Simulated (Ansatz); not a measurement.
GeH3BrCl2O2: frequency calculation

GeH3BrCl2O2, computed with RKS PBE/def2-SVP (Ansatz 0.2.0).

It belongs to a series of runs on one base structure; here: vibrations at the highest image of the band.

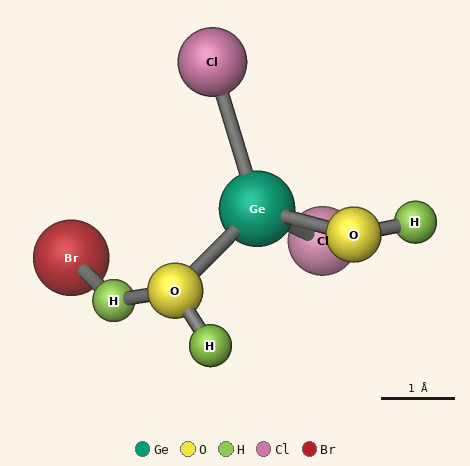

Fig. 1: The structure (ball-and-stick view, seen at a tilt). Sticks mark near contacts. Bond lengths as drawn: Br–H 1.70 Å, Cl–Ge 2.15 to 2.17 Å, Ge–O 1.79 to 1.90 Å and H–O 0.98 to 1.22 Å.

### Results in brief

- outcome: converged
- total energy: −155695.9187 eV
- mean-field energy: −155695.9187 eV
- largest force (length of the vector): under 0.001 eV/Å
- hardware: 4 threads of Arm Neoverse V2, 24 GiB of memory available, shared host
- wall time: 58 s (CPU time 3.7 min)
- peak memory: 0.18 GiB

### Input file
```yaml
crystal:
  periodic: [false, false, false]
  atoms:
    - { symbol: Ge, position_ang: [0.078066, 0.020428, 0.091919] }
    - { symbol: O, position_ang: [0.322077, 0.058746, 1.975737] }
    - { symbol: H, position_ang: [-0.465202, -0.28387, 2.454671] }
    - { symbol: Cl, position_ang: [1.942969, -0.458781, -0.854741] }
    - { symbol: Cl, position_ang: [-1.250089, 1.283228, -1.07185] }
    - { symbol: O, position_ang: [-0.894301, -1.472962, 0.26513] }
    - { symbol: H, position_ang: [-1.476465, -1.587232, -0.510898] }
    - { symbol: Br, position_ang: [1.19668, 2.570499, 1.15061] }
    - { symbol: H, position_ang: [0.668968, 1.222241, 2.044123] }
basis:
  gaussian: { orbitals: def2-SVP }
hamiltonian:
  xc: pbe
phonons: {}
```

Launched with:
```bash
ansatz run input.yaml --threads 4 --pin off --max-ram 5120MiB --backend cpu --events-out ev --progress --plain --runs-dir out
```

### Log
```
Engine: ansatz 0.2.0, aarch64-unknown-linux-gnu
Functional definition: PBE
  parameter kappa = 0.804
  parameter beta = 0.06672455060314922
  exchange = pbe_x(kappa = kappa, mu = beta*pi^2/3)
  correlation = pbe_c(beta = beta)
1546 factors; their error is unknown
mean field evaluation 1: about -155686.5019 eV, gradient 7.5e1 eV
mean field evaluation 2: about -155580.2175 eV, gradient 2.1e2 eV
mean field evaluation 4: about -155695.3329 eV, gradient 1.9e1 eV
mean field evaluation 8: about -155696.0365 eV, gradient 2.3e-1 eV
mean field evaluation 16: about -155695.9187 eV, gradient 8.7e-4 eV
mean field -155695.91865052 eV, -5721.7194759226 hartree, gradient 6.2e-5 eV, S^2 0.000000; 0 other end points of the search recorded, 0 dependent functions left out
the calculation of the forces begins
reference -155695.91868415 eV, -5721.7194771585 hartree; 60, 60 occupied and 83, 83 virtual orbitals, 1546 factors
these checks for a lower state are left out or cut short: stability, starts, cluster_reference, orbital_swaps, neighbouring_geometries, increment
1546 factors; their error is unknown
mean field -155695.91856136 eV, -5721.7194726458 hartree, gradient 1.2e-6 eV, S^2 0.000000; 0 other end points of the search recorded, 0 dependent functions left out
[... from here on the field's lines of each further geometry are left out, up to the last ...]
the calculation of the forces begins
reference -155695.91866588 eV, -5721.7194764869 hartree; 60, 60 occupied and 83, 83 virtual orbitals, 1546 factors
these checks for a lower state are left out or cut short: stability, starts, cluster_reference, orbital_swaps, neighbouring_geometries, increment
1546 factors; their error is unknown
mean field -155695.91863164 eV, -5721.7194752286 hartree, gradient 1.0e-6 eV, S^2 0.000000; 0 other end points of the search recorded, 0 dependent functions left out
the calculation of the forces begins
reference -155695.91866527 eV, -5721.7194764645 hartree; 60, 60 occupied and 83, 83 virtual orbitals, 1546 factors
WARN: phonons: modes at or below zero, which the zero-point energy, F, S and C_V leave out: 1, the lowest at -428.06 cm⁻¹. A minimum has none, and a first-order saddle one
Total energy: -155695.91868415 eV, -5721.7194771585 hartree
Atom 0 at     0.078066     0.020428     0.091919 Å, force     0.000202     0.000181     0.000125 eV/Å
Atom 1 at     0.322077     0.058746     1.975737 Å, force    -0.000067     0.000125    -0.000180 eV/Å
Atom 2 at    -0.465202    -0.283870     2.454671 Å, force     0.000022     0.000022     0.000158 eV/Å
Atom 3 at     1.942969    -0.458781    -0.854741 Å, force     0.000136     0.000186    -0.000007 eV/Å
Atom 4 at    -1.250089     1.283228    -1.071850 Å, force    -0.000275    -0.000135    -0.000221 eV/Å
Atom 5 at    -0.894301    -1.472962     0.265130 Å, force    -0.000247    -0.000300     0.000147 eV/Å
Atom 6 at    -1.476465    -1.587232    -0.510898 Å, force     0.000078     0.000229    -0.000104 eV/Å
Atom 7 at     1.196680     2.570499     1.150610 Å, force     0.000140    -0.000207    -0.000042 eV/Å
Atom 8 at     0.668968     1.222241     2.044123 Å, force     0.000011    -0.000101     0.000125 eV/Å
Dipole moment:    -0.558268    -0.526927     0.165401 e Å
Vibrations: -428.06 51.94 100.17 117.44 123.99 196.20 209.94 226.54 301.12 376.05 418.48 444.85 478.42 673.17 684.71 802.83 918.17 1025.36 1407.60 3626.10 3716.40 cm⁻¹, zero-point energy 0.985641 eV
```

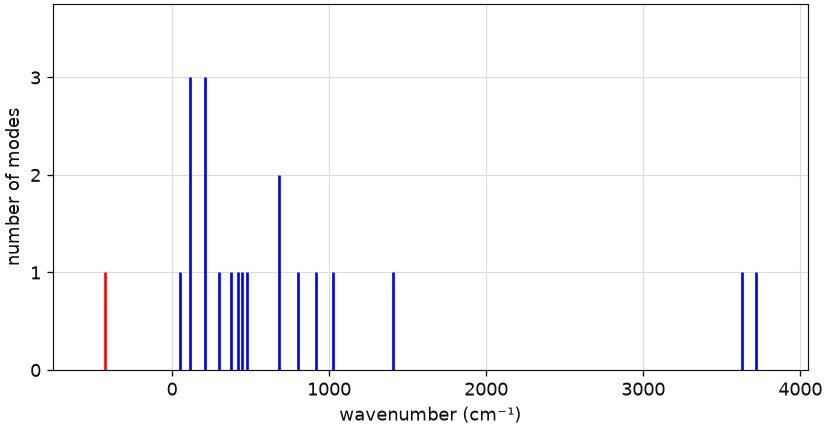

Fig. 2: Harmonic vibrational wavenumbers from the force constants; neighbouring modes closer than 19 cm⁻¹ are counted in one stick, and imaginary ones are drawn at negative wavenumbers. 21 modes from 428i to 3716 cm⁻¹, 1 imaginary beyond 8i (428i cm⁻¹): a first-order saddle point, if the geometry is stationary.
